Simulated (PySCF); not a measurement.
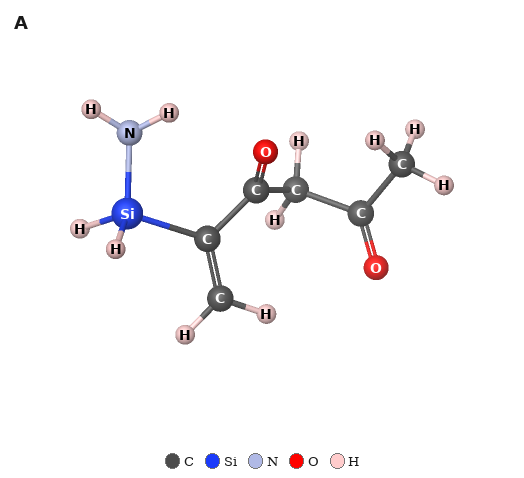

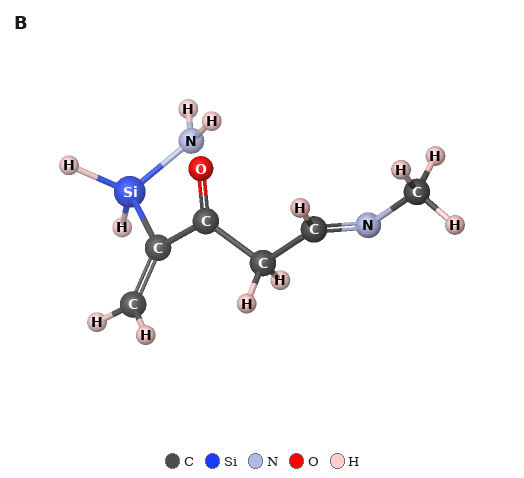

Two related species, optimised with GFN2-xTB; properties computed with PySCF 2.14.0. Both: charge 0, singlet.

What are A and B?

Answer. A is C6H11NO2Si (C=C([SiH2]N)C(=O)CC(C)=O), B is C6H12N2OSi (C=C([SiH2]N)C(=O)C/C=N/C).

Compare them. With PBE0/pcSseg-1: dipole moment (D), HOMO–LUMO gap (eV), HOMO energy (Kohn–Sham orbital) (eV), shielding of Si (ppm), Hirshfeld charge of Si (e), IAO charge of Si (e). With GFN2-xTB: mean Si–C length (Å), mean Si–H length (Å), mean Si–N length (Å).

```
                            quantity      A      B
                   dipole moment (D)   1.81   1.00
                  HOMO–LUMO gap (eV)   5.49   5.56
HOMO energy (Kohn–Sham orbital) (eV)  −7.39  −7.04
               shielding of Si (ppm)  394.4  389.1
          Hirshfeld charge of Si (e)   0.36   0.36
                IAO charge of Si (e)   0.91   0.91
                mean Si–C length (Å)  1.902  1.902
                mean Si–H length (Å)  1.469  1.467
                mean Si–N length (Å)  1.715  1.717
```

Each is one conformer, and no frequency run is at hand to confirm it as a minimum.

The geometry is semi-empirical. Around Si such bond lengths and angles can be off by a tenth of an ångström or more and by several degrees, and values that hang on the shape move with them.
